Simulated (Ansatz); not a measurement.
# CH4AlFN: the cost of one run

Program: Ansatz 0.2.0. Level of theory: RKS r2SCAN/def2-SVP. These are calculated values, not measurements.

## 1. The structure to begin with

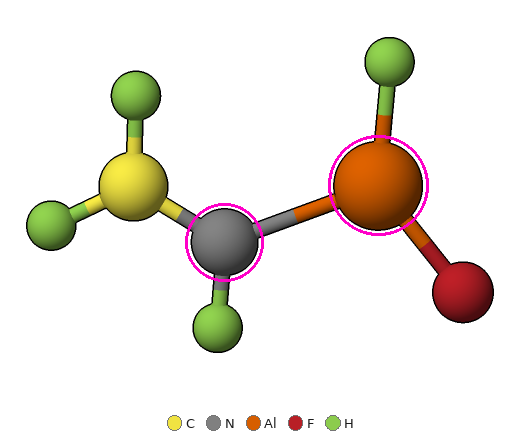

The starting structure, seen from a chosen angle (carbon yellow, nitrogen grey, aluminium orange, fluorine red, hydrogen green). Ringed: N2, Al3.

As a file:

```xyz
8

C    -0.4741    1.1448   -0.6324
N    -0.4990    0.1787    0.1906
Al    0.8409   -1.2247    0.4478
F     0.3137   -2.2031    1.6256
H     0.3766    1.2545   -1.3021
H    -1.2742    1.8823   -0.7022
H    -1.3280    0.1200    0.8038
H     2.0440   -1.1524   -0.4311
```

## 2. End point A

input.yaml reads:

```yaml
crystal:
  periodic: [false, false, false]
  atoms:
    - { symbol: C, position_ang: [-0.47408, 1.14479, -0.63236] }
    - { symbol: "N", position_ang: [-0.49901, 0.17867, 0.19056] }
    - { symbol: Al, position_ang: [0.84093, -1.22469, 0.44782] }
    - { symbol: F, position_ang: [0.31372, -2.20313, 1.62556] }
    - { symbol: H, position_ang: [0.37659, 1.25448, -1.3021] }
    - { symbol: H, position_ang: [-1.27418, 1.88235, -0.70219] }
    - { symbol: H, position_ang: [-1.32796, 0.11996, 0.80381] }
    - { symbol: H, position_ang: [2.04398, -1.15243, -0.4311] }
total_charge: 1
basis:
  gaussian: { orbitals: def2-SVP }
hamiltonian:
  xc: r2scan
relax:
  f_tol: 0.015
  max_steps: 40
output:
  orbitals: {}
```

The run is started by

```console
$ ansatz run input.yaml --threads 2 --pin off --max-ram 3072MiB --backend cpu --events-out ev --progress --plain --runs-dir out
```

Q: Estimate wall time and peak memory on 2 threads of Arm Neoverse V1, shared host.

About 16 s, with a peak of 0.16 GiB.
